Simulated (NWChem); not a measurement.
# Energy and gradient calculation of C2H5Al (part 3 of 3)

C2H5Al, SMILES C=[CH][AlH2]; MP2/def2-SVPD, RHF (NWChem 7.3.0). The geometry comes from this level: PBE0-D4/def2-TZVP.

Geometry of the input (Å):
```
C  -1.0299  0.8292  -0.3570
C  0.1990  0.6510  0.1381
Al 0.9308  -1.1393  0.2620
H  -1.6369  -0.0086  -0.6955
H  -1.4950  1.8093  -0.4519
H  0.7356  1.5461  0.4527
H  2.3840  -1.4179  0.8377
H  0.0044  -2.3270  -0.2419
```

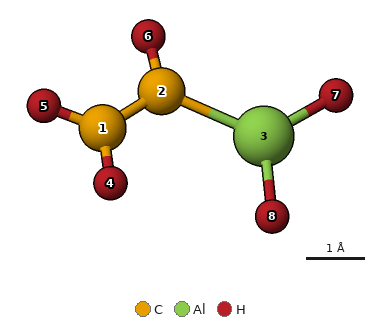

Fig. 1: The input geometry (ball-and-stick view, seen at a tilt; atoms are numbered from 1 in the order of the input). Sticks mark near contacts.

Log, continued
```
 Vector   36  Occ=0.000000D+00  E= 3.527354D-01
              MO Center=  7.5D-01, -3.2D-01,  2.6D-01, r^2= 9.7D+00
   Bfn.  Coefficient  Atom+Function         Bfn.  Coefficient  Atom+Function
  ----- ------------  ---------------      ----- ------------  ---------------
    23      3.580275  2 C  s                 66     -2.992856  4 H  s
    24      2.079129  2 C  s                  3     -1.903038  1 C  s
     8     -1.792509  1 C  px                28     -1.618443  2 C  px
    64      1.230436  3 Al d  2              60     -1.084845  3 Al d -2
    86      1.030176  6 H  px                16      0.870802  1 C  d -2

 Vector   37  Occ=0.000000D+00  E= 3.585601D-01
              MO Center= -4.9D-02,  5.7D-01,  2.8D-02, r^2= 9.3D+00
   Bfn.  Coefficient  Atom+Function         Bfn.  Coefficient  Atom+Function
  ----- ------------  ---------------      ----- ------------  ---------------
    80      1.145816  5 H  pz                88     -0.854350  6 H  pz
    30      0.701049  2 C  pz                10     -0.650305  1 C  pz
    96      0.628901  7 H  pz               104     -0.627639  8 H  pz
    78     -0.480848  5 H  px                62     -0.392032  3 Al d  0
    63      0.390456  3 Al d  1              86      0.362587  6 H  px

 Vector   38  Occ=0.000000D+00  E= 3.771709D-01
              MO Center=  1.2D-01, -1.3D+00, -1.2D-01, r^2= 7.5D+00
   Bfn.  Coefficient  Atom+Function         Bfn.  Coefficient  Atom+Function
  ----- ------------  ---------------      ----- ------------  ---------------
    54      1.507386  3 Al pz               104     -1.315277  8 H  pz
    52     -0.763604  3 Al px                80     -0.584155  5 H  pz
   102      0.549291  8 H  px                37      0.502296  2 C  d -1
    61     -0.482692  3 Al d -1              51     -0.413854  3 Al pz
    72      0.377482  4 H  pz                62     -0.328807  3 Al d  0

 Vector   39  Occ=0.000000D+00  E= 3.783688D-01
              MO Center= -1.2D-01, -3.6D-02, -4.0D-02, r^2= 1.1D+01
   Bfn.  Coefficient  Atom+Function         Bfn.  Coefficient  Atom+Function
  ----- ------------  ---------------      ----- ------------  ---------------
     4      5.975965  1 C  s                 24     -4.660656  2 C  s
     3     -3.638300  1 C  s                 23      3.201630  2 C  s
    52      2.174412  3 Al px                74     -1.632150  5 H  s
    82      1.417162  6 H  s                 45     -1.269590  3 Al s
    66      1.269202  4 H  s                  8     -1.234415  1 C  px

 Vector   40  Occ=0.000000D+00  E= 3.960266D-01
              MO Center=  8.5D-01, -6.3D-01,  2.8D-01, r^2= 9.8D+00
   Bfn.  Coefficient  Atom+Function         Bfn.  Coefficient  Atom+Function
  ----- ------------  ---------------      ----- ------------  ---------------
    96      1.352416  7 H  pz                10      0.958606  1 C  pz
    63      0.876948  3 Al d  1              62     -0.734717  3 Al d  0
    80     -0.707149  5 H  pz                54     -0.567630  3 Al pz
    94     -0.560106  7 H  px                30     -0.550558  2 C  pz
    64      0.449511  3 Al d  2              72     -0.431331  4 H  pz

 Vector   41  Occ=0.000000D+00  E= 4.122739D-01
              MO Center=  3.6D-01, -9.4D-01,  4.6D-02, r^2= 9.4D+00
   Bfn.  Coefficient  Atom+Function         Bfn.  Coefficient  Atom+Function
  ----- ------------  ---------------      ----- ------------  ---------------
    24      4.702029  2 C  s                  4     -3.858941  1 C  s
    52     -3.182194  3 Al px                23      3.107875  2 C  s
     3     -2.327685  1 C  s                 90      1.794983  7 H  s
    28     -1.678880  2 C  px                 8     -1.524306  1 C  px
    54     -1.438160  3 Al pz                53     -1.132365  3 Al py

 Vector   42  Occ=0.000000D+00  E= 4.480028D-01
              MO Center=  3.9D-01, -3.5D-01,  1.2D-01, r^2= 1.1D+01
   Bfn.  Coefficient  Atom+Function         Bfn.  Coefficient  Atom+Function
  ----- ------------  ---------------      ----- ------------  ---------------
    24     15.271829  2 C  s                 53     -7.830692  3 Al py
    44     -5.994835  3 Al s                  4     -5.348780  1 C  s
    66      4.279342  4 H  s                  3     -3.629129  1 C  s
    36     -1.932540  2 C  d -2              98     -1.702877  8 H  s
    74     -1.553724  5 H  s                 95      1.485800  7 H  py

 Vector   43  Occ=0.000000D+00  E= 4.521317D-01
              MO Center= -7.1D-01,  9.0D-01, -2.1D-01, r^2= 9.7D+00
   Bfn.  Coefficient  Atom+Function         Bfn.  Coefficient  Atom+Function
  ----- ------------  ---------------      ----- ------------  ---------------
    74     11.922820  5 H  s                  3     -8.998010  1 C  s
     4     -7.353728  1 C  s                 66      3.206030  4 H  s
    79     -2.873169  5 H  py                 8      2.058945  1 C  px
    82      1.757225  6 H  s                  9     -1.482754  1 C  py
    29     -1.422330  2 C  py                23     -1.385563  2 C  s

 Vector   44  Occ=0.000000D+00  E= 4.611714D-01
              MO Center=  7.1D-01,  3.8D-02,  2.9D-01, r^2= 6.7D+00
   Bfn.  Coefficient  Atom+Function         Bfn.  Coefficient  Atom+Function
  ----- ------------  ---------------      ----- ------------  ---------------
    88      1.490165  6 H  pz                37     -1.305545  2 C  d -1
    10      1.026189  1 C  pz                30     -0.767555  2 C  pz
    17      0.748493  1 C  d -1              80     -0.684996  5 H  pz
    86     -0.630588  6 H  px                61     -0.627338  3 Al d -1
   104     -0.575116  8 H  pz                36      0.498660  2 C  d -2

 Vector   45  Occ=0.000000D+00  E= 4.678189D-01
              MO Center= -2.4D-01,  8.8D-01, -2.0D-02, r^2= 8.0D+00
   Bfn.  Coefficient  Atom+Function         Bfn.  Coefficient  Atom+Function
  ----- ------------  ---------------      ----- ------------  ---------------
    82     12.045626  6 H  s                 23     -8.419250  2 C  s
    74     -6.040125  5 H  s                  3      5.391883  1 C  s
    87     -3.723779  6 H  py                16     -2.578406  1 C  d -2
    36     -2.435858  2 C  d -2              66     -2.442997  4 H  s
     4      2.416155  1 C  s                 53     -2.374275  3 Al py

 Vector   46  Occ=0.000000D+00  E= 4.885809D-01
              MO Center= -4.5D-01,  3.0D-01, -1.7D-01, r^2= 1.1D+01
   Bfn.  Coefficient  Atom+Function         Bfn.  Coefficient  Atom+Function
  ----- ------------  ---------------      ----- ------------  ---------------
    66     13.019055  4 H  s                  3     -7.826855  1 C  s
    82      6.772593  6 H  s                 23     -6.295917  2 C  s
    16     -4.159363  1 C  d -2               4     -4.030825  1 C  s
    36     -3.830725  2 C  d -2              24      3.643325  2 C  s
    44     -3.196024  3 Al s                 71      3.126319  4 H  py

 Vector   47  Occ=0.000000D+00  E= 4.930303D-01
              MO Center=  1.3D-01,  3.5D-02,  4.2D-02, r^2= 6.3D+00
   Bfn.  Coefficient  Atom+Function         Bfn.  Coefficient  Atom+Function
  ----- ------------  ---------------      ----- ------------  ---------------
    88      1.846459  6 H  pz                37     -1.147371  2 C  d -1
    38     -1.112283  2 C  d  0              39      0.986486  2 C  d  1
    10     -0.798465  1 C  pz                30     -0.795832  2 C  pz
    86     -0.759035  6 H  px                36      0.602224  2 C  d -2
    54     -0.426387  3 Al pz               104     -0.422362  8 H  pz

 Vector   48  Occ=0.000000D+00  E= 5.160100D-01
              MO Center=  1.8D-01,  3.2D-01,  9.6D-02, r^2= 9.1D+00
   Bfn.  Coefficient  Atom+Function         Bfn.  Coefficient  Atom+Function
  ----- ------------  ---------------      ----- ------------  ---------------
     3      7.587764  1 C  s                 74     -4.708701  5 H  s
    44     -3.936829  3 Al s                 40     -3.422492  2 C  d  2
    66      2.985608  4 H  s                 86      2.905647  6 H  px
     4     -2.770012  1 C  s                 24      2.755487  2 C  s
    36     -2.737499  2 C  d -2              53     -2.674469  3 Al py

 center of mass
 --------------
 x =   0.51056595 y =  -0.45130535 z =   0.14649047

 moments of inertia (a.u.)
 ------------------
         226.031051316859         138.108054603826         -51.152064875208
         138.108054603826         173.756201921091          36.541240244017
         -51.152064875208          36.541240244017         364.506638761927

  Mulliken analysis of the total density
  --------------------------------------

    Atom       Charge   Shell Charges
 -----------   ------   -------------------------------------------------------
    1 C    6     5.75   1.99  0.90  0.23 -0.04  1.95  0.73  0.04 -0.06
    2 C    6     6.45   1.99  0.88  0.35 -0.06  1.98  1.22  0.03  0.07
    3 Al  13    12.31   2.00  1.99  0.88  0.08  0.06  5.94  0.76  0.40  0.15  0.06
    4 H    1     1.00   0.77  0.19  0.03  0.02
    5 H    1     1.05   0.77  0.26  0.03  0.00
    6 H    1     0.89   0.76  0.09  0.03  0.02
    7 H    1     1.27   0.71  0.56  0.01 -0.01
    8 H    1     1.27   0.71  0.56  0.01 -0.01

       Multipole analysis of the density wrt the origin
       ------------------------------------------------

     L   x y z        total         open         nuclear
     -   - - -        -----         ----         -------
     0   0 0 0     -0.000000      0.000000     30.000000

     1   1 0 0     -0.162035      0.000000     13.430473
     1   0 1 0      0.292368      0.000000    -11.957809
     1   0 0 1     -0.038421      0.000000      3.767547

     2   2 0 0    -21.463812      0.000000    103.574706
     2   1 1 0      0.155369      0.000000    -82.408312
     2   1 0 1     -0.938686      0.000000     34.583317
     2   0 2 0    -21.985964      0.000000    130.814301
     2   0 1 1     -0.224149      0.000000    -20.904224
     2   0 0 2    -19.557796      0.000000     12.229553

                   NWChem MP2 Semi-direct Energy/Gradient Module
                   ---------------------------------------------

                                      C2H5Al

  Basis functions       =    104
  Molecular orbitals    =    104
  Frozen core           =      7
  Frozen virtuals       =      0
  Active alpha occupied =      8
  Active beta occupied  =      8
  Active alpha virtual  =     89
  Active beta virtual   =     89
  Use MO symmetry       = F
  Use skeleton AO sym   = F

  AO/Fock/Back tols     =   1.0D-11  1.0D-11  1.0D-11

 GA uses MA = F    GA memory limited = T

 Available:
  local mem=  1.26D+08
 global mem=  1.44D+08
 local disk=  0.00D+00
   1 passes of   8:        5242880                     570386                  16479636.
   1 passes of   8: M    126152645           G      144119532           F     120909765.

 Semi-direct pass number   1 of   1  for RHF alpha+beta  at       14.3s
 Done moints_semi at       16.7s
 Done maket at       16.8s
 Done pijab at       16.8s
 Done wijab at       16.8s
 Done lai at       17.1s
 Done nonsep at       24.1s
 Done multipass loop at       24.1s

          -------------------------------------------
          SCF energy                -320.395942607910
          Correlation energy          -0.348540151815
          Singlet pairs               -0.241217748396
          Triplet pairs               -0.107322403420
          Total MP2 energy          -320.744482759725
          -------------------------------------------

          ---------------------------------------------------
                    Spin Component Scaled (SCS) MP2
          Same spin pairs                     -0.071548268946
          Same spin scaling factor             0.333333333333
          Opposite spin pairs                 -0.276991882869
          Opposite spin scaling fact.          1.200000000000
          SCS-MP2 correlation energy          -0.356239682425
          Total SCS-MP2 energy              -320.752182290335
          ---------------------------------------------------

 Start laifock at       24.1s
 Done laifock at       25.1s
                                NWChem CPHF Module
                                ------------------

    scftype = RHF
    nclosed =   15
      nopen =    0
  variables =     1335
  tolerance =   1.0D-06
  max. iter =  100

 SCF residual:    2.2243663447633014E-009

            ----- linear solve (tol: 1.0E-06 prod-acc: 2.6E-14) -----

               iter nbas    rnorm     rnorm-scal   ratio     time
               ---- ---- ----------- ----------- --------- -------
                  1    1  2.0049E-02  2.1388E-01    0.0000    26.6
                  2    2  4.8700E-03  5.1951E-02    0.2429    27.4
                  3    3  1.1244E-03  1.1995E-02    0.2309    28.2
                  4    4  3.1657E-04  3.3770E-03    0.2815    28.9
                  5    5  1.3365E-04  1.4257E-03    0.4222    29.7
                  6    6  2.5531E-05  2.7235E-04    0.1910    30.4
                  7    7  6.0062E-06  6.4071E-05    0.2353    31.1
                  8    8  1.6767E-06  1.7886E-05    0.2792    31.8
                  9    9  4.8573E-07  5.1815E-06    0.2897    32.5
                 10   10  8.6510E-08  9.2284E-07    0.1781    33.2

 CPHF converged to   9.2D-07 in   10 iters

 Start make_tot_dens at       33.2s
 Done make_tot_dens at       33.2s
                Dipole Moments (a.u.)
                --------------
         Nuclear       SCF       SCF+MP2
       ----------- ----------- -----------
 X      13.430473   -0.162035   -0.148766
 Y     -11.957809    0.292368    0.294296
 Z       3.767547   -0.038421   -0.032660

 MP2 RHF      natural orbital occupation numbers

              1
    1    2.0000
    2    2.0000
    3    2.0000
    4    2.0000
    5    2.0000
    6    2.0000
    7    2.0000
    8    1.9825
    9    1.9764
   10    1.9735
   11    1.9723
   12    1.9683
   13    1.9629
   14    1.9581
   15    1.9316
   16    0.0467
   17    0.0208
   18    0.0203
   19    0.0175
   20    0.0162
   21    0.0145
   22    0.0144
   23    0.0121
   24    0.0103
   25    0.0099
   26    0.0089
   27    0.0081
   28    0.0063
   29    0.0056
   30    0.0052
   31    0.0048
   32    0.0047
   33    0.0045
   34    0.0044
   35    0.0038
   36    0.0032
   37    0.0031
   38    0.0028
   39    0.0028
   40    0.0024
   41    0.0017
   42    0.0014
   43    0.0013
   44    0.0012
   45    0.0011
   46    0.0011
   47    0.0009
   48    0.0008
   49    0.0007
   50    0.0007
   51    0.0007
   52    0.0007
   53    0.0006
   54    0.0006
   55    0.0006
   56    0.0005
   57    0.0005
   58    0.0005
   59    0.0005
   60    0.0004
   61    0.0004
   62    0.0004
   63    0.0003
   64    0.0003
   65    0.0003
   66    0.0002
   67    0.0002
   68    0.0002
   69    0.0002
   70    0.0002
   71    0.0002
   72    0.0001
   73    0.0001
   74    0.0001
   75    0.0001
   76    0.0001
   77    0.0001
   78    0.0001
   79    0.0001
   80    0.0001
   81    0.0001
   82    0.0001
   83    0.0001
   84    0.0001
   85    0.0001
   86    0.0000
   87    0.0000
   88    0.0000
   89    0.0000
   90    0.0000
   91    0.0000
   92    0.0000
   93    0.0000
   94    0.0000
   95    0.0000
   96    0.0000
   97    0.0000
   98    0.0000
   99    0.0000
  100    0.0000
  101    0.0000
  102    0.0000
  103   -0.0000
  104   -0.0000

  MP2 natural orbitals output to ./c2h5al.mp2nos

                         mp2 ENERGY GRADIENTS

    atom               coordinates                        gradient
                 x          y          z           x          y          z
   1 C      -1.946229   1.566961  -0.674632    0.017013  -0.003187   0.006786
   2 C       0.376056   1.230212   0.260971   -0.017077   0.002496  -0.006864
   3 Al      1.758957  -2.152965   0.495108   -0.003037   0.006812  -0.000598
   4 H      -3.093293  -0.016252  -1.314305    0.002640   0.003624   0.001455
   5 H      -2.825141   3.419081  -0.853967    0.001899  -0.004230   0.000368
   6 H       1.390083   2.921706   0.855479   -0.001920  -0.004543  -0.001267
   7 H       4.505107  -2.679443   1.583024    0.001294  -0.000090   0.000531
   8 H       0.008315  -4.397393  -0.457125   -0.000812  -0.000883  -0.000412

                 ----------------------------------------
                 |  Time  |  1-e(secs)   |  2-e(secs)   |
                 ----------------------------------------
                 |  CPU   |       0.01   |       3.28   |
                 ----------------------------------------
                 |  WALL  |       0.01   |       3.28   |
                 ----------------------------------------
 -----------------------
 Task  times  cpu:       37.4s     wall:       37.4s
 Total times  cpu:       37.4s     wall:       37.4s
```

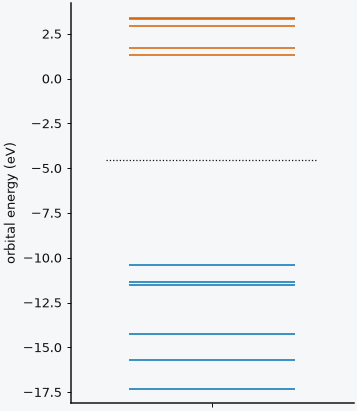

Fig. 2: Orbital energies near the frontier (SCF reference); the dotted line parts filled from empty levels, and levels within 0.02 eV of each other stand side by side. Highest filled −10.42 eV, lowest empty 1.30 eV, 11.72 eV apart.

Summary

```csv
quantity,value
outcome,converged
total energy,−320.744483 hartree
SCF energy,−320.395943 hartree
correlation energy,−0.348540 hartree
basis functions,104
largest force,0.956 eV/Å
HOMO of the SCF reference,−10.42 eV
LUMO of the SCF reference,1.30 eV
wall time,38 s
peak memory,0.29 GiB
```
